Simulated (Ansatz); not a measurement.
## Electronic structure of C2HGeN (SMILES C#C[N+]#[Ge]) (charge +1, doublet) in real space

Input

```
basis:
  gaussian: {orbitals: def2-TZVPD}
crystal:
  periodic: [false, false, false]
  atoms:
    - symbol: C
      position_ang: [0.000000, 0.000000, -1.383536]
    - symbol: C
      position_ang: [0.000000, 0.000000, -0.136656]
    - symbol: Ge
      position_ang: [0.000000, 0.000000, 2.865307]
    - symbol: N
      position_ang: [0.000000, 0.000000, 1.107113]
    - symbol: H
      position_ang: [0.000000, 0.000000, -2.452228]
hamiltonian: {xc: {name: PBE0}}
total_charge: 1
magnetization: {spin_polarized: true, initial_magnetization: 1}
output: {forces: true, orbitals: {seedname: orbitals}}
```

Run with:

```sh
ansatz run input.yaml --threads 2 --pin off --max-ram 4350MiB --events-out events.jsonl --progress --plain --runs-dir runs
```

Geometry: B3LYP-D3(BJ)/6-311G**.

Computed with isolated molecule in a Gaussian basis; Kohn-Sham density functional theory, functional PBE0 (Ansatz 0.2.0).

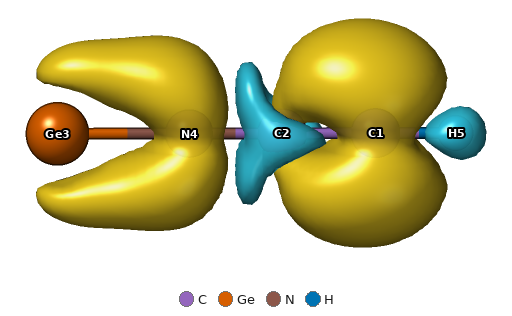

Figure 1. Isosurfaces of the spin density (α minus β) at +0.015 (yellow) and −0.015 e/Å³ (cyan), seen from one side.

### Describe the spin distribution.

The unpaired spin (1 electron) lies mostly on C1 (about 0.5), N4 (about 0.2), C2 (about 0.1) and Ge3 (about 0.1), in electrons by Hirshfeld's partition.

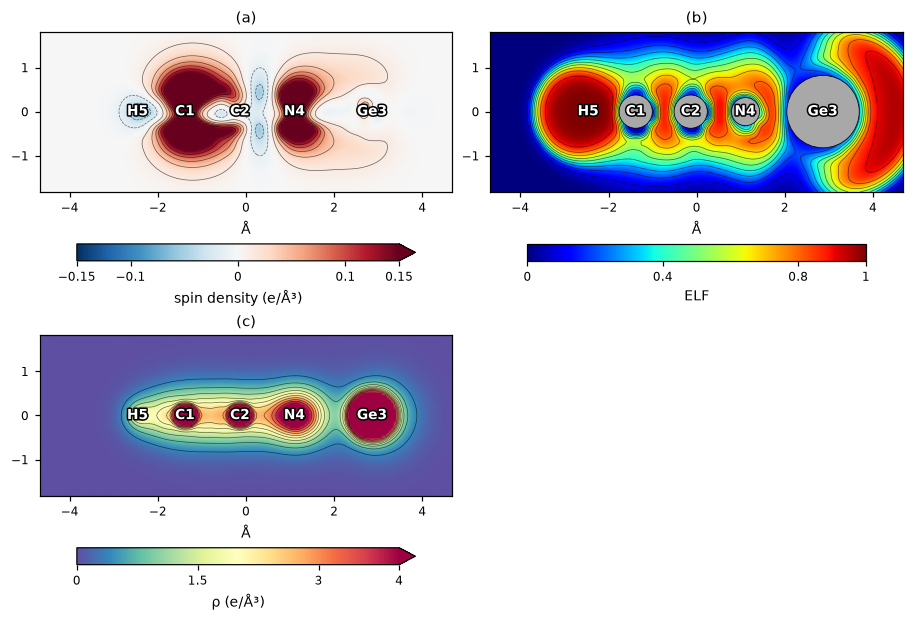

Figure 2. (a) spin density; (b) electron localisation function; (c) electron density on a plane that holds the molecular axis. Grey discs cover the atomic cores in the ELF map.

### Interpret the plot.

- The plane passes through C, Ge, N and H nuclei.
- C–N (1.24 Å): the density is about 2.9 e/Å³ at the midpoint; the ELF peaks at about 0.90 between the atoms (a short, multiple covalent bond).
- C–C (1.25 Å): ρ at the midpoint is about 2.6 e/Å³; the ELF peaks at about 0.90 between the atoms (a short, multiple covalent bond).
- Ge–N (1.76 Å): ρ at the midpoint is about 1 e/Å³; the ELF peaks at about 0.85 in the valence shell of N, 0.6 Å from its nucleus, and is about 0.35 at the midpoint.
- C–H (1.07 Å): the density is about 2.2 e/Å³ at the midpoint; the ELF climbs to about 1 towards the hydrogen, as it does in any bond to H; a covalent bond by its length.

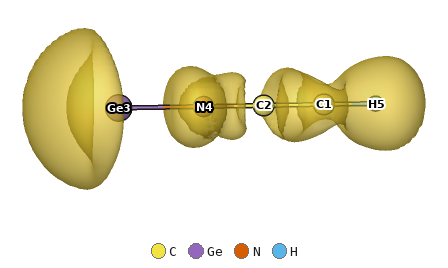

Figure 3. Isosurface of the ELF at 0.75 (yellow), seen from one side. Only the valence region is drawn (cores and ρ < 0.01 e/Å³ removed).

### What do the ELF domains correspond to?

The surface consists of one region on N in which the atom's valence shell and bonds are merged, one lobe on Ge, pointing away from the bonds (non-bonding electrons) and one joined region spread over several atoms (C, H), in which their bonds and any lone pairs are merged.

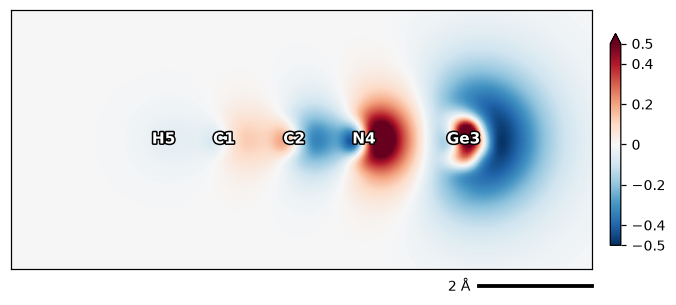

Figure 4. The HOMO−1 (β) on a plane that holds the molecular axis (values in Å⁻³ᐟ²; the overall sign is arbitrary).

### Where does this orbital lie, and at what energy?

Its weight (Hirshfeld) is mainly on Ge3 (about 80 %) and N4 (about 15 %); it is of σ type. Its energy is −15.77 eV.
